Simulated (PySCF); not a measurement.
Potential energy curve for SMILES C#N. The C1–H3 bond (C1 also carries N; H3 carries nothing else) is varied alone, starting from the PBE0/def2-TZVP optimised geometry.

Methods: UKS-B3LYP = unrestricted B3LYP/cc-pVDZ in PySCF; UHF/cc-pVDZ (PySCF); UKS-PBE = unrestricted PBE/cc-pVDZ (PySCF).

Magnitude of the dipole moment (D; its direction can reverse along the curve, and a method can change to another solution) and Mulliken charge of the fragment that holds C1:

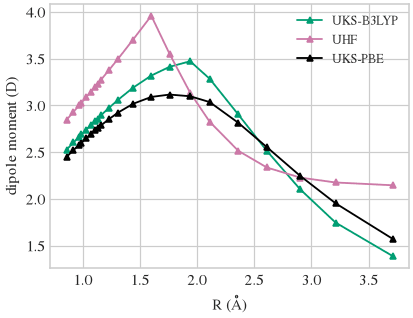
Figure. Dipole moment against bond length.

```
R / Å  μ UKS-B3LYP  q UKS-B3LYP  μ UHF  q UHF  μ UKS-PBE  q UKS-PBE
-----  -----------  -----------  -----  -----  ---------  ---------
0.86          2.53         0.09   2.84   0.04       2.45       0.09
0.92          2.60         0.02   2.93  -0.02       2.52       0.03
0.97          2.66        -0.02   3.00  -0.07       2.58      -0.02
0.99          2.69        -0.03   3.03  -0.08       2.60      -0.03
1.03          2.74        -0.06   3.09  -0.11       2.65      -0.06
1.07          2.79        -0.09   3.14  -0.14       2.69      -0.08
1.11          2.83        -0.11   3.20  -0.16       2.73      -0.10
1.13          2.86        -0.12   3.23  -0.17       2.75      -0.11
1.16          2.89        -0.13   3.27  -0.18       2.78      -0.12
1.23          2.97        -0.15   3.38  -0.21       2.85      -0.15
1.31          3.06        -0.17   3.50  -0.24       2.92      -0.17
1.44          3.19        -0.19   3.70  -0.26       3.02      -0.18
1.60          3.32        -0.20   3.96  -0.28       3.09      -0.19
1.76          3.41        -0.20   3.55  -0.20       3.11      -0.19
1.94          3.47        -0.20   3.13  -0.13       3.10      -0.18
2.11          3.28        -0.18   2.82  -0.08       3.03      -0.17
2.36          2.90        -0.13   2.51  -0.04       2.81      -0.15
2.61          2.51        -0.10   2.33  -0.02       2.55      -0.12
2.90          2.10        -0.06   2.23  -0.01       2.25      -0.09
3.21          1.75        -0.03   2.17   0.00       1.95      -0.06
3.71          1.39        -0.01   2.14   0.00       1.57      -0.03
```

The unrestricted determinant behind UKS-B3LYP, UKS-PBE is spin-contaminated at 2.11 to 3.71 Å (<S²> up to 1.0, against 0.00 for a pure singlet). The unrestricted determinant behind UHF is spin-contaminated at 1.76 to 3.71 Å (<S²> up to 1.3, against 0.00 for a pure singlet).
